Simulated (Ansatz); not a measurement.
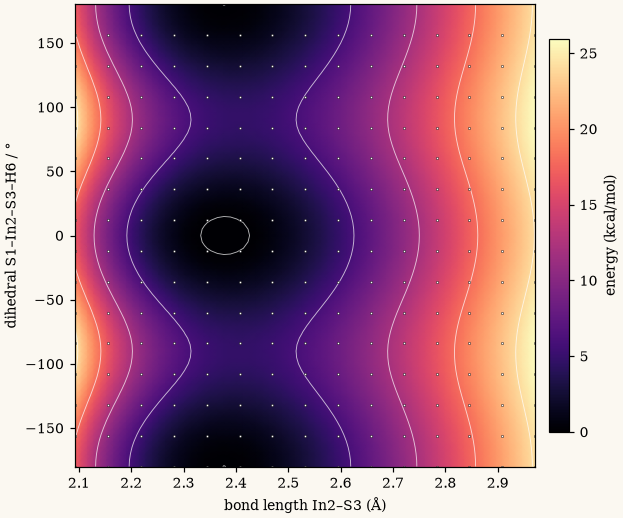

Energy landscape of H₃InS₂, SMILES [SH][InH][SH]. 
- The first coordinate is: bond length In2–S3; the second: dihedral S1–In2–S3–H6.
- Nothing is relaxed (all other coordinates rigid).
- Grid: 15 × 15 points; 213 points were computed and 12 follow by symmetry.
- Points are written as (first, second).
- Energies are in kcal/mol, from the lowest grid point.
- Theory: RKS PBE0-D4/def2-TZVP (Ansatz 0.2.0).

The picture shows a smooth colour map with a few white contour lines, dots at the grid points. Between grid points the surface is interpolated. 

Question: Summarise what can be read from the map.

Answer: The lowest grid point is at (2.407 Å, −12°). There is a further well near (2.407 Å, −180°) (0.11 kcal/mol above the lowest at that grid point). The highest grid point, (2.972 Å, −84°), lies 25.9 kcal/mol above the lowest. On the interpolated surface the easiest way out of the lowest well to the well at about (2.38 Å, −180°) passes a barrier of about 5 kcal/mol, counted from the interpolated bottom of the well. Round the minimum the two coordinates are nearly uncoupled.

The values on the grid:

| dihedral S1–In2–S3–H6 ↓, bond length In2–S3 → | 2.092 | 2.155 | 2.218 | 2.281 | 2.344 | 2.407 | 2.469 | 2.532 | 2.595 | 2.658 | 2.721 | 2.784 | 2.846 | 2.909 | 2.972 |
| --- | --- | --- | --- | --- | --- | --- | --- | --- | --- | --- | --- | --- | --- | --- | --- |
| 156 | 18.3 | 10.6 | 5.5 | 2.4 | 1.0 | 0.8 | 1.7 | 3.3 | 5.5 | 8.2 | 11.2 | 14.4 | 17.7 | 21.1 | 24.6 |
| 132 | 21.2 | 13.2 | 7.8 | 4.5 | 2.9 | 2.6 | 3.2 | 4.7 | 6.8 | 9.3 | 12.2 | 15.3 | 18.5 | 21.9 | 25.2 |
| 108 | 24.1 | 15.8 | 10.1 | 6.6 | 4.8 | 4.2 | 4.7 | 6.1 | 8.0 | 10.4 | 13.1 | 16.1 | 19.3 | 22.5 | 25.8 |
| 84 | 24.8 | 16.4 | 10.7 | 7.1 | 5.2 | 4.6 | 5.1 | 6.4 | 8.3 | 10.6 | 13.3 | 16.3 | 19.4 | 22.6 | 25.9 |
| 60 | 22.7 | 14.5 | 9.0 | 5.6 | 3.8 | 3.4 | 4.0 | 5.3 | 7.3 | 9.8 | 12.6 | 15.7 | 18.8 | 22.1 | 25.5 |
| 36 | 19.4 | 11.5 | 6.3 | 3.1 | 1.6 | 1.4 | 2.2 | 3.7 | 5.9 | 8.5 | 11.5 | 14.6 | 17.9 | 21.3 | 24.7 |
| 12 | 17.2 | 9.5 | 4.4 | 1.4 | 0.1 | 0.0 | 0.9 | 2.6 | 4.9 | 7.6 | 10.6 | 13.9 | 17.2 | 20.7 | 24.2 |
| −12 | 17.2 | 9.5 | 4.4 | 1.4 | 0.1 | 0.0 | 0.9 | 2.6 | 4.9 | 7.6 | 10.6 | 13.9 | 17.2 | 20.7 | 24.2 |
| −36 | 19.4 | 11.5 | 6.3 | 3.1 | 1.6 | 1.4 | 2.2 | 3.7 | 5.9 | 8.5 | 11.5 | 14.6 | 17.9 | 21.3 | 24.7 |
| −60 | 22.7 | 14.5 | 9.0 | 5.6 | 3.8 | 3.4 | 4.0 | 5.3 | 7.3 | 9.8 | 12.6 | 15.7 | 18.8 | 22.1 | 25.5 |
| −84 | 24.8 | 16.4 | 10.7 | 7.1 | 5.2 | 4.6 | 5.1 | 6.4 | 8.3 | 10.6 | 13.3 | 16.3 | 19.4 | 22.6 | 25.9 |
| −108 | 24.1 | 15.8 | 10.1 | 6.6 | 4.8 | 4.3 | 4.8 | 6.1 | 8.0 | 10.4 | 13.1 | 16.1 | 19.3 | 22.5 | 25.8 |
| −132 | 21.2 | 13.2 | 7.8 | 4.5 | 2.9 | 2.6 | 3.2 | 4.7 | 6.8 | 9.3 | 12.2 | 15.3 | 18.5 | 21.9 | 25.2 |
| −156 | 18.3 | 10.6 | 5.5 | 2.4 | 1.0 | 0.8 | 1.7 | 3.3 | 5.5 | 8.2 | 11.2 | 14.4 | 17.7 | 21.1 | 24.6 |
| −180 | 17.2 | 9.5 | 4.5 | 1.5 | 0.2 | 0.1 | 1.0 | 2.7 | 5.0 | 7.7 | 10.8 | 14.0 | 17.4 | 20.8 | 24.3 |

The input of one point:

```yaml
crystal:
  periodic: [false, false, false]
  atoms:
    - { symbol: S, position_ang: [-0.731388, -1.733804, 0.10726] }
    - { symbol: In, position_ang: [0.293238, 0.33729, -0.471934] }
    - { symbol: S, position_ang: [0.328474, 1.928042, 1.334144] }
    - { symbol: H, position_ang: [-0.543846, -2.274073, -1.108359] }
    - { symbol: H, position_ang: [0.944671, 0.680904, -2.009822] }
    - { symbol: H, position_ang: [-0.029764, 1.020574, 2.2578] }
basis:
  gaussian: { orbitals: def2-TZVP }
hamiltonian:
  xc: pbe0
  dispersion: d4
output:
  forces: true
```

Each point was launched as `ansatz run input.yaml --threads 1 --pin off --max-ram 2560MiB --backend cpu --events-out ev --progress --plain --runs-dir out`. Time for the 213 points that were run: 25 min on 1 thread of Arm Neoverse V1, on a shared host.
